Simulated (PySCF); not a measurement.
# LaN4H8: a changed input and its effect

System: LaN4H8, charge −1.
Method of the first run: RKS BP86, La lcecp-1-SVP with ECP46, N def2-SVP, H def2-SVP; non-relativistic Hamiltonian with a scalar-relativistic core potential; density fitting (PySCF 2.14.0).

Text and figures count atoms from 1; the logs count them from 0 in places.

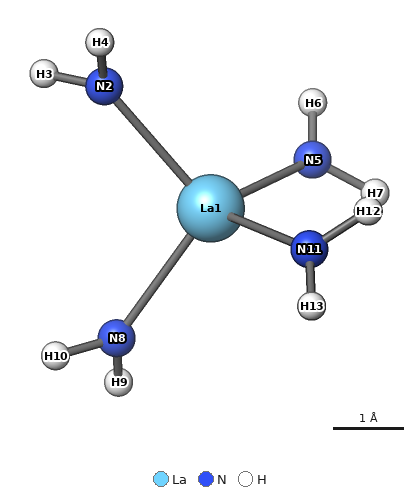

Fig. 1: The input geometry (ball-and-stick view, seen at a tilt; atoms are numbered from 1 in the order of the input). Sticks mark near contacts. Bond lengths as drawn: H–N 1.03 Å and La–N 2.40 Å.

### Input file, the first run
```python
mol = gto.M(atom='''
La    -0.00009    -0.00000     0.00000
N      1.43953     1.40496     1.30608
H      2.31063     1.04981     1.73643
H      1.45713     2.42105     1.48753
N     -1.43962    -1.30613     1.40508
H     -1.45675    -1.48747     2.42129
H     -2.31087    -1.73628     1.05045
N      1.43953    -1.40496    -1.30608
H      1.45713    -2.42105    -1.48753
H      2.31063    -1.04981    -1.73643
N     -1.43962     1.30613    -1.40508
H     -2.31087     1.73628    -1.05045
H     -1.45675     1.48747    -2.42129''',
    basis={'La': 'lcecp-1-SVP', 'N': 'def2-SVP', 'H': 'def2-SVP'},
    ecp={'La': 'lcecp-1-SVP'},
    charge=-1, spin=0)
mf = dft.RKS(mol, xc='B88,P86')
mf.grids.atom_grid = (75, 302)  # f atoms: at least (60, 302), unpruned
mf = mf.density_fit()  # La AutoAux, N def2-universal-JKFIT, H def2-universal-JKFIT
mf.conv_tol = 1e-09; mf.max_cycle = 55
mf.kernel(dm0)
```

The script is an equivalent of the set-up of the self-consistent field. The run itself was carried out by a driver, which started from the orbitals of the step before it where there was one and computed the further properties.

Launched with:
```bash
OMP_NUM_THREADS=2 python <driver script>
```

Hardware: 2 threads of Arm Neoverse V1, 24 GiB of memory available, shared host.

### Output (the first run)
```
init E= -255.444846025782
  HOMO = 0.000895009738176986  LUMO = 0.108146244201677  gap/eV = 2.91845
cycle= 1 E= -255.444846028308  delta_E= -2.53e-09  |g|= 2.77e-05  |ddm|= 0.000256
  HOMO = 0.000896112907850418  LUMO = 0.108145954504412  gap/eV = 2.91842
cycle= 2 E= -255.444846027484  delta_E= 8.24e-10  |g|= 6.46e-05  |ddm|= 8.49e-05
  HOMO = 0.000894624184782953  LUMO = 0.108145455700178  gap/eV = 2.91844
cycle= 3 E= -255.444846028493  delta_E= -1.01e-09  |g|= 3.68e-06  |ddm|= 6.2e-05
  HOMO = 0.000894376130470145  LUMO = 0.108145474772382  gap/eV = 2.91845
cycle= 4 E= -255.444846028494  delta_E= -1.02e-12  |g|= 2.21e-06  |ddm|= 5.55e-06
  HOMO = 0.000895028470791457  LUMO = 0.108145513287081  gap/eV = 2.91843
Extra cycle  E= -255.444846028487  delta_E= 6.82e-12  |g|= 5.64e-06  |ddm|= 7.4e-06
converged SCF energy = -255.444846028487
```

The input of the second run differs as follows (lines with − go, lines with + come):
```diff
-mf.grids.atom_grid = (75, 302)  # f atoms: at least (60, 302), unpruned
+mf.grids.atom_grid = (50, 194)  # f atoms: at least (60, 302), unpruned
-mf.conv_tol = 1e-09; mf.max_cycle = 55
+mf.conv_tol = 1e-08; mf.max_cycle = 55
```

What does this change do to the results?

The energy of the second run is 0.03 kcal/mol higher, which comes mainly from the change of cutoff or grids; a solver setting shouldn't move a converged energy. On the same kind of shared host the second run took about 0.27 times as long.

### Output (the second run)
```
init E= -255.341532889978
  HOMO = -0.0251848691442007  LUMO = 0.0907062082158241  gap/eV = 3.15356
cycle= 1 E= -255.43904923726  delta_E= -0.0975  |g|= 0.151  |ddm|= 1.34
  HOMO = 0.0236633312291167  LUMO = 0.11290348142073  gap/eV = 2.42835
cycle= 2 E= -255.411236917143  delta_E= 0.0278  |g|= 0.374  |ddm|= 0.531
  HOMO = 0.00221674189363619  LUMO = 0.108863061680051  gap/eV = 2.90199
cycle= 3 E= -255.444758776835  delta_E= -0.0335  |g|= 0.0107  |ddm|= 0.355
  HOMO = 0.00107602465043698  LUMO = 0.108206963723198  gap/eV = 2.91518
cycle= 4 E= -255.444794656596  delta_E= -3.59e-05  |g|= 0.00454  |ddm|= 0.0294
  HOMO = 0.00090290692509197  LUMO = 0.108143274578399  gap/eV = 2.91816
cycle= 5 E= -255.44480122684  delta_E= -6.57e-06  |g|= 0.000212  |ddm|= 0.00682
  HOMO = 0.00090043748591006  LUMO = 0.108144154375527  gap/eV = 2.91825
cycle= 6 E= -255.444801239442  delta_E= -1.26e-08  |g|= 2.63e-05  |ddm|= 0.000352
  HOMO = 0.000898513157968166  LUMO = 0.108142851447322  gap/eV = 2.91827
cycle= 7 E= -255.444801239535  delta_E= -9.36e-11  |g|= 1.86e-05  |ddm|= 4.12e-05
  HOMO = 0.000896733241633591  LUMO = 0.10814288036347  gap/eV = 2.91832
Extra cycle  E= -255.444801239037  delta_E= 4.98e-10  |g|= 4.86e-05  |ddm|= 6.3e-05
converged SCF energy = -255.444801239037
```

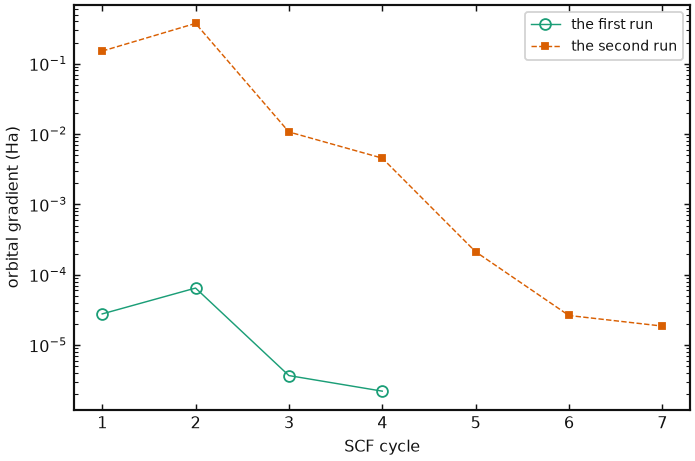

Fig. 2: Convergence of the two runs: orbital gradient against the SCF cycle. The first run takes 4 cycles in all, and the second run takes 7.

### The two runs side by side

| quantity | the first run | the second run |
| --- | --- | --- |
| outcome | converged | converged |
| total energy (hartree) | −255.444846 | −255.444801 |
| HOMO (eV) | 0.02 | 0.02 |
| LUMO (eV) | 2.94 | 2.94 |
| largest force (eV/Å) | 0.009 | 0.009 |
| basis functions | 129 | 129 |
| wall time (shared host) | 30 s | 8.1 s |

For both runs: The highest filled orbital lies above zero: either the extra electron isn't bound at this level, or the self-interaction error of the functional lifts the level.
